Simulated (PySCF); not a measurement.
**CuH: relaxation and vibrations of the singlet**

Aim: relax CuH as a singlet from a linear start, check by its vibrations whether the end is a minimum, and collect its spectrum and constants.

Program: PySCF 2.14.0. Level of theory: PBE, basis Cu def2-TZVP, H def2-TZVP, no relativity, density fitting. These are calculated values, not measurements.

### 1 Starting geometry

2 atoms, charge 0, spin multiplicity 1.

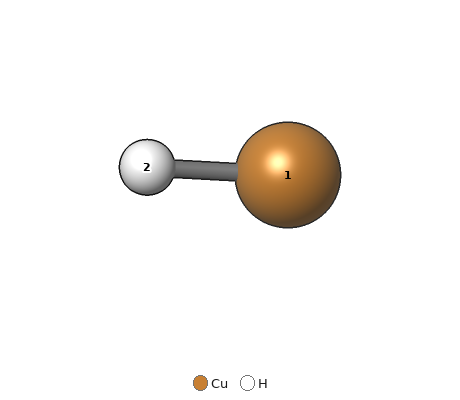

Start geometry, drawn with copper orange, hydrogen white; atoms are numbered from 1 in the order of the file.

Coordinates in bohr (charge 0 multiplicity 1):
```
Cu    0.0000    0.0000    0.0000
H     0.0000    0.0000    2.8573
```

### 2 The SCF at the typed geometry

The steps below are one call of a driver around PySCF. For each, scf.py gives the equivalent set-up of the SCF; relaxations use the driver's own optimiser. After this first run the driver tries any further starts and a stability analysis.

File scf.py:

```python
from pyscf import gto, scf, dft
mol = gto.M(atom='''
Cu     0.000000     0.000000     0.000000
H      0.000000     0.000000     1.512000''',
    basis={'Cu': 'def2-TZVP', 'H': 'def2-TZVP'},
    charge=0, spin=0)
mf = dft.RKS(mol, xc='PBE')
mf.grids.atom_grid = (50, 194)
aux = {'Cu': 'def2-universal-JKFIT', 'H': 'def2-universal-JKFIT'}
mf = mf.density_fit(auxbasis=aux)
mf.conv_tol = 1e-08
mf.diis_space = 10
mf.max_cycle = 60
mf.init_guess = 'minao'
mf.verbose = 4
mf.kernel()
```

Command:

```console
$ OMP_NUM_THREADS=2 python axn.py task.json out
```

Standard output:

```text
init E= -1640.39004221332
cycle= 1 E= -1636.99849942605  delta_E= 3.39  |g|= 6.18  |ddm|=  2.6
  HOMO = -0.783194062074291  LUMO = -0.545891605412629  gap/eV = 6.45733
cycle= 2 E= -1632.12325413883  delta_E= 4.88  |g|= 9.85  |ddm|= 5.86
  HOMO = -0.434416296056133  LUMO = -0.247584368977696  gap/eV = 5.08396
cycle= 3 E= -1640.25944077922  delta_E= -8.14  |g|=  2.3  |ddm|= 4.07
  HOMO = -0.177194803164421  LUMO = -0.0996326440908906  gap/eV = 2.11057
cycle= 4 E= -1640.82454938908  delta_E= -0.565  |g|= 0.363  |ddm|= 1.44
  HOMO = -0.201594401900024  LUMO = -0.10155393109809  gap/eV = 2.72224
cycle= 5 E= -1640.83038585631  delta_E= -0.00584  |g|= 0.195  |ddm|= 0.515
  HOMO = -0.200575169230241  LUMO = -0.103377718615864  gap/eV = 2.64488
cycle= 6 E= -1640.84375154995  delta_E= -0.0134  |g|= 0.0468  |ddm|= 0.33
  HOMO = -0.200922880158873  LUMO = -0.104507452246914  gap/eV = 2.62360
cycle= 7 E= -1640.84471590114  delta_E= -0.000964  |g|= 0.00869  |ddm|= 0.0781
  HOMO = -0.200668396217499  LUMO = -0.104655294718817  gap/eV = 2.61265
cycle= 8 E= -1640.84473103578  delta_E= -1.51e-05  |g|= 0.00253  |ddm|= 0.00899
  HOMO = -0.200563284770355  LUMO = -0.104601795145678  gap/eV = 2.61125
cycle= 9 E= -1640.84473167559  delta_E= -6.4e-07  |g|= 0.000555  |ddm|= 0.000884
  HOMO = -0.200533230665333  LUMO = -0.104598716363091  gap/eV = 2.61051
cycle= 10 E= -1640.84473172797  delta_E= -5.24e-08  |g|= 3.67e-05  |ddm|= 0.000501
  HOMO = -0.200533357766956  LUMO = -0.104600309485578  gap/eV = 2.61047
cycle= 11 E= -1640.84473172847  delta_E= -5.03e-10  |g|= 8.81e-06  |ddm|= 5.29e-05
  HOMO = -0.200530755815969  LUMO = -0.10459938410371  gap/eV = 2.61043
Extra cycle  E= -1640.84473172835  delta_E= 1.24e-10  |g|= 3.94e-05  |ddm|= 1.8e-05
converged SCF energy = -1640.84473172835
```

This step, with its further starts and checks, needed 1.5 s of wall time on 2 threads of Arm Neoverse V1, shared host.

No lower closed-shell solution turned up in the test of internal stability.

### 3 Linear start, singlet: relaxation

The program finds C∞v symmetry in the start, which this walk keeps.

Edit scf.py of step 2 so:

```diff
@@ -3,2 +3,2 @@
-Cu     0.000000     0.000000     0.000000
-H      0.000000     0.000000     1.512000''',
+Cu    -0.000000     0.000000    -0.023833
+H      0.000000     0.000000     1.488167''',
@@ -14 +13,0 @@
-mf.init_guess = 'minao'
```

Steps of the walk:

```csv
step,energy (Eh),change (kJ/mol),largest symmetric gradient (Eh/bohr)
0,-1640.844732,0.00,0.00833
1,-1640.844915,-0.48,0.00515
2,-1640.845019,-0.75,0.00048
3,-1640.845020,-0.76,0.00002
```

The walk took 1.6 s.

Positions (Å) and forces (eV/Å) along the way:

```
step 0
Cu   0.000   0.000  -0.024   0.000   0.000   0.428
H    0.000   0.000   1.488   0.000   0.000  -0.428
step 1
Cu   0.000   0.000  -0.017   0.000   0.000   0.265
H    0.000   0.000   1.481   0.000   0.000  -0.265
step 2
Cu   0.000   0.000  -0.005   0.000   0.000  -0.025
H    0.000   0.000   1.469   0.000   0.000   0.025
step 3
Cu   0.000   0.000  -0.006   0.000   0.000   0.001
H    0.000   0.000   1.470   0.000   0.000  -0.001
```

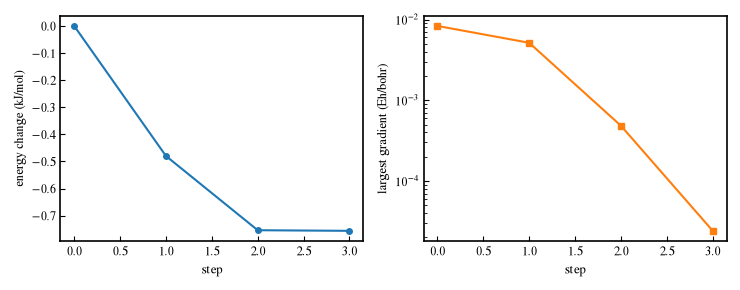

Energy and largest gradient along the walk.

After 3 steps and 0.8 kJ/mol it ends at C∞v: Cu–H 1.477 Å.

### 4 Vibrations and properties at this point

On the finer grid the gradient is checked again; gradients at displacements of ±0.02 bohr then give force constants and infrared intensities.

Edit scf.py of step 3 so:

```diff
@@ -3,2 +3,2 @@
-Cu    -0.000000     0.000000    -0.023833
-H      0.000000     0.000000     1.488167''',
+Cu    -0.000000     0.000000    -0.023274
+H      0.000000    -0.000000     1.453252''',
@@ -8 +8 @@
-mf.grids.atom_grid = (50, 194)
+mf.grids.atom_grid = (75, 302)
@@ -11 +11 @@
-mf.conv_tol = 1e-08
+mf.conv_tol = 1e-10
```

The driver hands on the density of the step before, so the log starts near convergence.

SCF at the final geometry:

```text
init E= -1640.84492309332
  HOMO = -0.200912092524853  LUMO = -0.103020666581608  gap/eV = 2.66376
cycle= 1 E= -1640.84492309271  delta_E= 6.1e-10  |g|= 8.51e-05  |ddm|= 3.65e-05
  HOMO = -0.200893842794791  LUMO = -0.103015368890167  gap/eV = 2.66341
cycle= 2 E= -1640.84492308229  delta_E= 1.04e-08  |g|= 0.000359  |ddm|= 0.000143
  HOMO = -0.200908771739221  LUMO = -0.103019657257749  gap/eV = 2.66370
cycle= 3 E= -1640.84492309334  delta_E= -1.1e-08  |g|= 7.14e-06  |ddm|= 0.000116
  HOMO = -0.200908665637226  LUMO = -0.10301965214716  gap/eV = 2.66370
cycle= 4 E= -1640.84492309336  delta_E= -2.34e-11  |g|= 5.66e-08  |ddm|= 1.04e-05
  HOMO = -0.200908682220779  LUMO = -0.10301965793079  gap/eV = 2.66370
Extra cycle  E= -1640.84492309336  delta_E= 1.59e-12  |g|= 2.58e-07  |ddm|= 1.14e-07
converged SCF energy = -1640.84492309336
```

The whole step took 3.3 s.

Geometry: C∞v; Cu–H 1.477 Å.

Harmonic modes (main isotopes):

```tsv
symmetry	ω (cm⁻¹)	IR (km/mol)
σ+	1895	26.7
```

No imaginary mode, so this is a minimum.

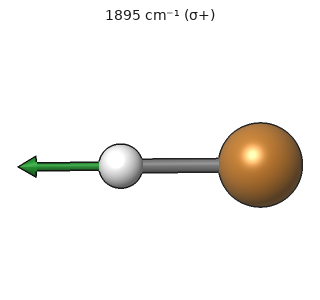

Displacements of 1 of the modes, as arrows (one member where a mode is degenerate).

Properties at this point:

```
Dipole moment                                                   : 2.20 D
Highest occupied level                                          : -5.47 eV
Lowest empty level                                              : -2.80 eV
Rotational constants                                            : 7.795 cm⁻¹
Zero-point energy                                               : 11.3 kJ/mol
Principal polarisabilities                                      : 20.4, 20.4, 33.8 bohr³
Atomisation energy without zero-point energy                    : 265 kJ/mol
Principal traceless quadrupole moments about the centre of mass : -0.27, -0.27, 0.54 D Å
Entropy at 298.15 K and 1 bar                                   : 196.3 J/(mol K)
Heat capacity Cp at 298.15 K                                    : 29.2 J/(mol K)
Enthalpy at 298.15 K above 0 K                                  : 8.68 kJ/mol
Rotational symmetry number                                      : 1
```

Charges (e) and bond orders:

| atom | Mulliken | Löwdin | polar tensor | Mayer order to Cu1 |
| --- | --- | --- | --- | --- |
| Cu1 | 0.07 | 0.12 | 0.26 | – |
| H2 | -0.07 | -0.12 | -0.26 | 1.04 |

Outer orbital energies (eV). occupied: -71.92, -71.92, -8.09, -6.06, -6.06, -5.81, -5.81, -5.47; empty: -2.80, 1.34, 1.34, 1.91.

Mulliken populations on Cu1: s 7.03, p 12.06, d 9.85, f 0.00.

### 5 Stability of the closed shell

At the lowest minimum the closed shell is tested against spin polarisation, on the (50, 194) grid. It is stable.

### 6 Results

| quantity | value |
| --- | --- |
| minimum | singlet, C∞v |
| geometry | Cu–H 1.477 Å |
| wavenumbers (cm⁻¹) | 1895 (σ+) |
| dipole moment | 2.20 D |
| highest occupied, lowest empty level | -5.47, -2.80 eV |
| polar-tensor charge of Cu1 | +0.26 e |
| zero-point energy | 11.3 kJ/mol |
| entropy at 298.15 K | 196.3 J/(mol K) |
| atomisation energy (no zero-point energy) | 265 kJ/mol |

In words: The linear start keeps its C∞v symmetry and ends in a minimum. The strongest infrared band lies at 1895 cm⁻¹ (σ+, stretch). Only this shape and spin were tried, so other structures or states may lie lower.

The search up to here needed 6.8 s of wall time on 2 threads of Arm Neoverse V1, shared host.
